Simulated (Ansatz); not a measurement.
# Single-point calculation, with input and output: CH5AlOSi

System: CH5AlOSi.
Method: RKS wB97X-V/def2-TZVPP (Ansatz 0.2.0).

The geometry comes from this level: PBE0-D4/def2-TZVP.

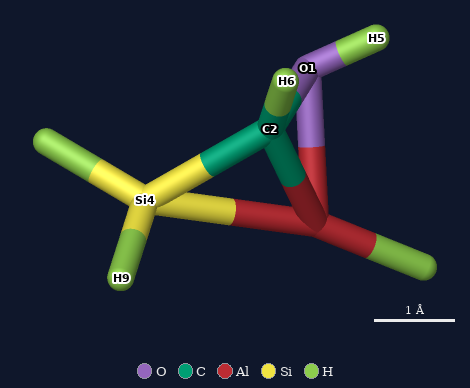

*The structure (stick view, seen at a tilt; atoms are numbered from 1 in the order of the input). Sticks mark near contacts.*

**Key numbers**

```json
{"quantity": "outcome", "value": "converged"}
{"quantity": "total energy", "value": "−17636.3879 eV"}
{"quantity": "SCF solution under orbital rotations", "value": "stable"}
{"quantity": "HOMO", "value": "−8.18 eV"}
{"quantity": "LUMO", "value": "1.12 eV"}
{"quantity": "hardware", "value": "2 threads of Intel Xeon @ 2.90GHz, 11 GiB of memory available, shared host"}
{"quantity": "wall time", "value": "12 s (CPU time 21 s)"}
{"quantity": "peak memory", "value": "0.58 GiB"}
```

**Input file**
```yaml
crystal:
  periodic: [false, false, false]
  atoms:
    - {symbol: O, position_ang: [-0.122515, 0.339438, -1.396983]}
    - {symbol: C, position_ang: [-0.383338, 0.664905, 0.094657]}
    - {symbol: Al, position_ang: [1.347482, -0.195542, -0.219100]}
    - {symbol: Si, position_ang: [-0.507159, -1.035816, 0.907460]}
    - {symbol: H, position_ang: [0.061043, 1.177178, -1.839164]}
    - {symbol: H, position_ang: [-1.018341, 1.540831, 0.171568]}
    - {symbol: H, position_ang: [2.788329, 0.217447, -0.714521]}
    - {symbol: H, position_ang: [-1.623485, -1.984861, 0.608834]}
    - {symbol: H, position_ang: [-0.453516, -0.769880, 2.370149]}
basis:
  gaussian: {orbitals: def2-TZVPP}
hamiltonian: {xc: {name: wB97X-V}}
output: {orbitals: {seedname: orbitals}}
```

Launched with:
```bash
ansatz run in.yaml --threads 2 --pin off --events-out ev --progress --plain --max-ram 4352MiB
```

**The program's output**
```
Functional definition: wB97X-V
  name "wB97X-V"
  cite "Mardirossian & Head-Gordon, Phys. Chem. Chem. Phys. 16, 9904 (2014) doi:10.1039/C3CP54374A"
  cite "Becke, J. Chem. Phys. 107, 8554 (1997) doi:10.1063/1.475007"
  cite "Vydrov & Van Voorhis, J. Chem. Phys. 133, 244103 (2010) doi:10.1063/1.3521275"
  parameter omega = 0.3/bohr
  parameter cx = 0.167
  parameter cx1 = 0.603
  parameter cx2 = 1.194
  parameter css0 = 0.556
  parameter css1 = -0.257
  parameter cos0 = 1.219
  parameter cos1 = -1.850
  parameter b = 6.0
  parameter c = 0.01
  exchange = spin_sum(e_x_unif_sr(omega)*poly(b97_u_x, 1 - cx, cx1, cx2)) + cx*exact_x_sr(omega) + exact_x_lr(omega)
  correlation = spin_sum(e_c_pw_same_spin*poly(b97_u_same, css0, css1))
      + integral(e_c_pw_opposite_spin*poly(b97_u_opposite, cos0, cos1)) + vv10(b, c)
1205 factors; their error is unknown
286 factors; integrals over basis functions are off by at most 9.9e-6 eV
mean field evaluation 1: about -17632.0218 eV, gradient 4.4e1 eV
mean field evaluation 2: about -17632.4074 eV, gradient 4.6e1 eV
mean field evaluation 4: about -17636.3505 eV, gradient 2.9e0 eV
mean field evaluation 8: about -17636.3779 eV, gradient 4.4e-2 eV
mean field evaluation 16: about -17636.3879 eV, gradient 5.5e-5 eV
mean field -17636.38790158 eV, -648.1253010100 hartree, gradient 2.1e-5 eV, S^2 0.000000; 0 other end points of the search recorded, 0 dependent functions left out
reference -17636.38789931 eV, -648.1253009267 hartree; 23, 23 occupied and 193, 193 virtual orbitals, 1205 factors
Total energy: -17636.38789931 eV, -648.1253009267 hartree
```

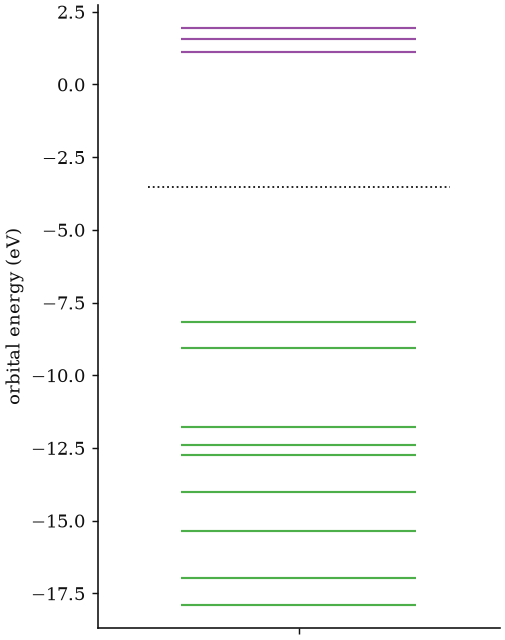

*Orbital energies near the frontier; the dotted line parts filled from empty levels, and levels within 0.02 eV of each other stand side by side.*

Highest filled −8.18 eV, lowest empty 1.12 eV, 9.30 eV apart.
